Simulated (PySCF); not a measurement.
**C8H14OSi: density, localisation and related maps**

The calculation's input:

```
{"job": {"kind": "nmr", "xc": "PBE0", "basis": "pcSseg-1"}, "charge": 0, "multiplicity": 1}
C      3.647516     0.915979    -0.822056
C      3.475625     0.088026     0.191725
C      2.918843    -1.297535     0.076673
C      1.530572    -1.307814     0.704743
O      1.307323    -1.837745     1.769740
C      0.506035    -0.592945    -0.076565
C     -0.757939    -0.497140     0.339498
Si    -2.149358     0.410168    -0.560139
C     -3.659232    -0.742511    -0.662138
C     -2.589681     1.963270     0.447433
H      4.042841     1.907707    -0.682671
H      3.415143     0.635090    -1.836692
H      3.716179     0.399118     1.199435
H      2.844275    -1.594466    -0.970639
H      3.551748    -2.002694     0.618631
H      0.830173    -0.144354    -1.004062
H     -0.979786    -0.980454     1.285816
H     -1.693782     0.786459    -1.909306
H     -4.485737    -0.259595    -1.175035
H     -4.008687    -1.024248     0.327398
H     -3.427356    -1.656950    -1.199822
H     -2.880746     1.704618     1.461915
H     -1.748120     2.646695     0.511355
H     -3.417584     2.501084    -0.004883
```

Command:

```sh
OMP_NUM_THREADS=1 python probes_run.py task.json out
```

Geometry: GFN2-xTB.

All numbers below come from PySCF, PBE0/pcSseg-1, SCF density, gas phase, non-relativistic.

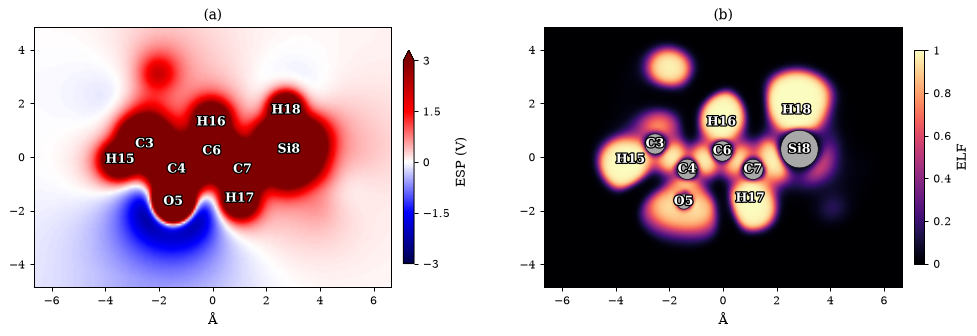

Figure 1. (a) molecular electrostatic potential; (b) electron localisation function on the plane of atoms C4, C6 and C7. Grey discs cover the atomic cores in the ELF map.

### What does the map show?

- Atoms in the plane: C, O, Si and H.
- C–O (1.21 Å): the ELF peaks at about 0.85 between the atoms: a short, multiple covalent bond.
- C–C (1.33 Å): the ELF peaks at about 0.95 between the atoms; a short, multiple covalent bond.
- C–Si (1.89 Å): the ELF peaks at about 1 between the atoms (a covalent bond).
- C–H (1.09 Å): the ELF climbs to about 1 towards the hydrogen, as it does in any bond to H; a covalent bond by its length.
- C–C (1.47 Å): the ELF peaks at about 0.95 between the atoms (localised, covalent bonding).
- The ELF also peaks beside O5, away from the bonds: lone-pair regions.
- Outside the dense part of the molecule the potential is most negative (−2.2 V) near O5.

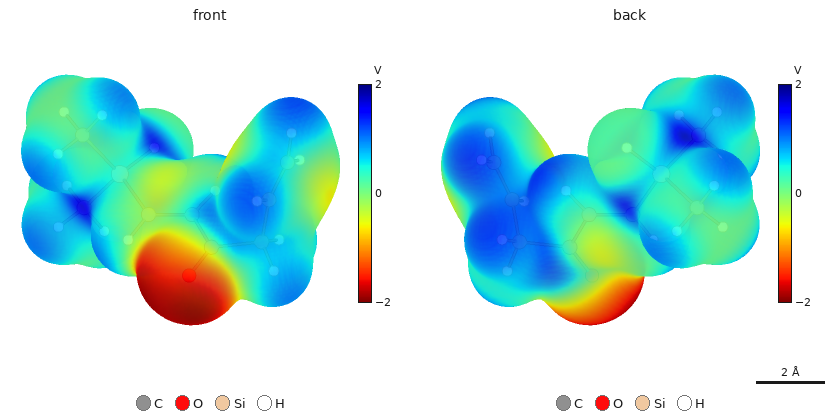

Figure 2. The electrostatic potential painted on the density surface at 0.004 e/bohr³, seen from the front and from behind; red is negative and blue positive.

### Where is the surface potential most negative and most positive?

The most negative region (about −1.9 V) lies over O5, the most positive (about +1.5 V) over Si8. O5 is the likeliest acceptor of a hydrogen bond.
